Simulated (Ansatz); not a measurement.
CH8Si2···HCl

```xyz
13

Si   -0.9344   -0.2671   -0.2501
Si    0.6956   -1.4421    0.7829
H    -1.7448   -1.3255   -0.9585
H    -1.8529    0.3641    0.7506
C    -0.2930    0.9596   -1.5536
H     0.9752    1.0659    1.8027
Cl    0.3329    2.2167    1.7650
H     1.6445   -0.5747    1.5882
H     0.1350   -2.4426    1.7530
H     1.5652   -2.1754   -0.1994
H     0.3629    1.7249   -1.1106
H    -1.1485    1.4718   -2.0264
H     0.2623    0.4243   -2.3438
```

Not at a stationary point (largest force 1.3 eV/Å).

Computed with RKS revPBE-D4/6-31G* (Ansatz 0.2.0).

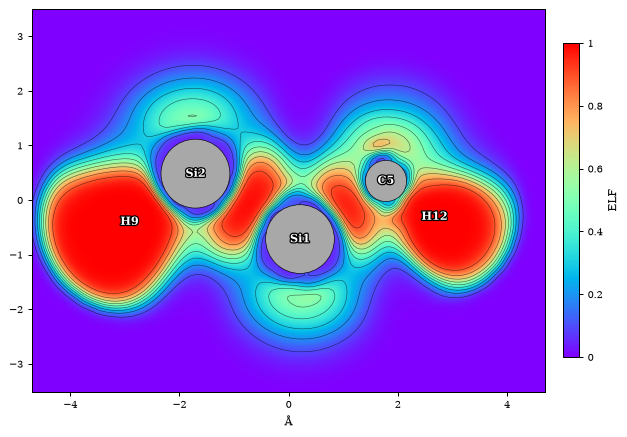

Figure 1. ELF on the plane of atoms Si1, C5 and H12. Grey discs cover the atomic cores.

Question: Read the bonding off the picture.

Answer:
- The plane passes through Si, C and H nuclei.
- C–Si (1.90 Å): the ELF peaks at about 0.95 between the atoms (a shared electron pair).
- Si–Si (2.26 Å): the ELF peaks at about 1 between the atoms; localised, covalent bonding.
- C–H (1.10 Å): the ELF climbs to about 1 towards the hydrogen, as it does in any bond to H (a covalent bond by its length).
- Si–H (1.50 Å): the ELF climbs to about 1 towards the hydrogen.

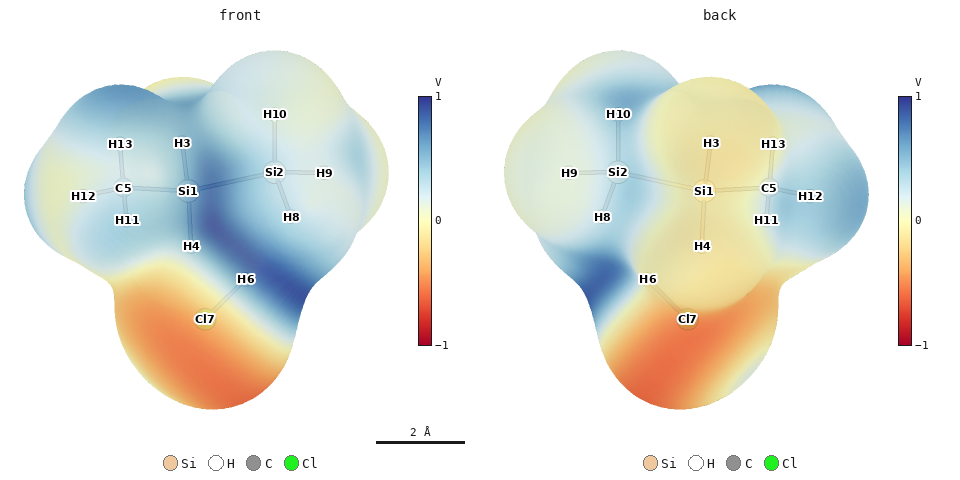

Figure 2. The electrostatic potential painted on the density surface at 0.001 e/bohr³, seen from the front and from behind; red is negative and blue positive.

Question: Which sites attract a positive test charge, and which a negative one?

Answer: A positive charge is drawn to the negative regions and a negative charge to the positive ones. The most negative region (about −0.6 V) lies over Cl7, the most positive (about +0.9 V) over Si2 and H6. Cl7 shows a σ-hole: about +0.1 V at the tip opposite its bond, against about −0.5 V on its flanks.

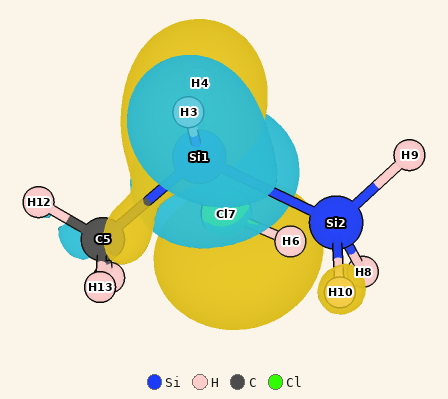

Figure 3. The HOMO−1 at ±0.08 Å⁻³ᐟ² (yellow and cyan are the two phases), seen from one side.

Question: Where does this orbital lie, and at what energy?

Answer: Its weight (Hirshfeld) is mainly on Cl7 (about 65 %), Si1 (about 15 %), H4 (about 10 %) and H3 (about 5 %). Its energy is −7.49 eV.
